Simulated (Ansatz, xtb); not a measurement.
# Ligand exchange: CH3NO + KOH → CH2O2 + KNH2

Species: CH3NO (formamide) `NC=O`, singlet; KOH `[OH][K]`, singlet; CH2O2 (formic acid) `O=CO`, singlet; KNH2 `[NH2][K]`, singlet. The partners trade NH2 for OH: C–NH2 and K–OH bonds give way to C–OH and K–NH2.

Shapes, held fixed at every level: PBE0-D4/def2-TZVP. Flexible molecules stand in one conformer, not always the lowest. Programs: Ansatz 0.2.0, xtb 6.7.1. The zero-point and thermal change to 298 K, harmonic and unscaled (PBE0-D4/def2-TZVP), is -3.9 kJ/mol.

```csv
level,kind,ΔH(298 K) (kJ/mol),less CCSD(T)/def2-TZVPP,CPU time (sum over the molecules)
GFN0-xTB,semi-empirical,-55.6,-134.2,0.17 s
PBE-D4/def2-TZVPP,GGA,+86.5,+7.9,8.6 s
r2SCAN-D4/def2-TZVPP,meta-GGA,+89.5,+10.9,16 s
B3LYP-D4/def2-TZVPP,global hybrid,+90.5,+11.9,12 s
PBE0-D4/def2-TZVPP,global hybrid,+88.0,+9.4,8.5 s
B2PLYP/def2-TZVPP,double hybrid,+88.1,+9.5,15 s
CCSD(T)/def2-SVP,coupled cluster or CI,+80.0,+1.4,5.5 s
CCSD/def2-SVP,coupled cluster or CI,+82.2,+3.6,–
CCSD(T)/def2-TZVPP,coupled cluster or CI,+78.6,0.0,39 s
```

The highest level, CCSD(T)/def2-TZVPP, gives ΔH(298 K) = +78.6 kJ/mol; the levels span -55.6 to +90.5. They disagree on the sign: 8 of 9 are positive. GFN0-xTB strays far from the other rows. The column of differences is taken from that level and isn't an error. No measured value is set beside it here. Correlated rows may include outer-core shells of K, which these sets cover unevenly. Times are processor times on shared x86 and Arm servers, and rough.

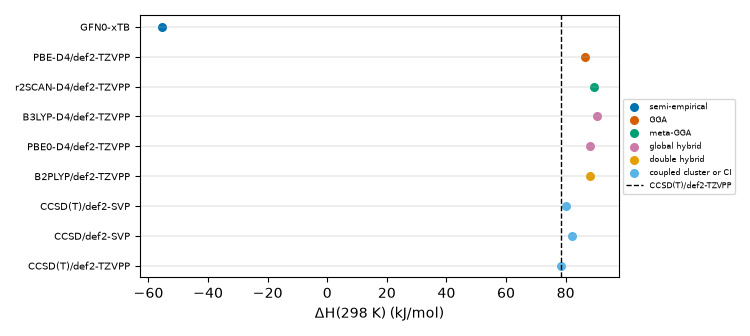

The values of the table, level by level.
